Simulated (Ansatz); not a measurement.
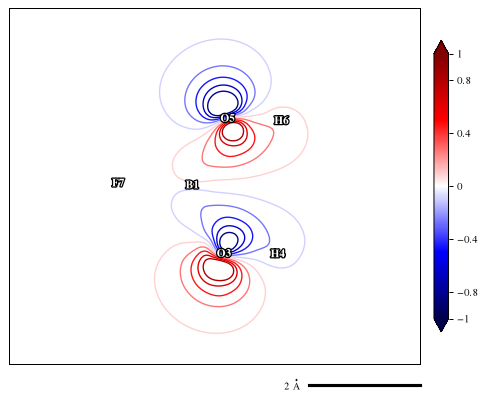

*BFH2O2···H2. The HOMO−1 on the plane of atoms O5, B1 and F7 (values in Å⁻³ᐟ²; the overall sign is arbitrary).*

Not at a stationary point (largest force 1.8 eV/Å).

All numbers below come from Ansatz 0.2.0, RKS PBE0-D4/def2-SVP.

Input file:

```
crystal:
  periodic: [false, false, false]
  atoms:
    - { symbol: B, position_ang: [0.0, 0.0, 0.0] }
    - { symbol: H, position_ang: [0.0, 0.0, 1.54] }
    - { symbol: O, position_ang: [1.2211, 0.0, -0.705] }
    - { symbol: H, position_ang: [1.5209, -0.9519, -0.8599] }
    - { symbol: O, position_ang: [-1.2211, 0.0, -0.705] }
    - { symbol: H, position_ang: [-1.7308, -0.8467, -0.4965] }
    - { symbol: F, position_ang: [0.0726, 1.5356, 0.5108] }
    - { symbol: H, position_ang: [0.041, 0.8666, 1.4996] }
basis:
  gaussian: { orbitals: def2-SVP }
hamiltonian:
  xc: pbe0
  dispersion: d4
relax:
  f_tol: 0.15
  max_steps: 25
  restrain:
    - { distance: [0, 6], at: 1.32, k: 30.0 }
    - { distance: [7, 1], at: 0.66, k: 30.0 }
    - { distance: [0, 1], at: 2.39, k: 30.0 }
    - { distance: [7, 6], at: 2.12, k: 30.0 }
output:
  orbitals: {}
```

Launched as:

```sh
ansatz run input.yaml --threads 1 --pin off --max-ram 2048MiB --backend cpu --events-out ev --progress --plain --runs-dir out
```

The fields are those of the run's last geometry, not of the input's.

**Where does this orbital lie, and at what energy?**

It lies mainly on O3 (about 45 %), O5 (about 45 %) and B1 (about 5 %); largely a combination of lone pairs on O3 and O5. Its energy is −10.07 eV.
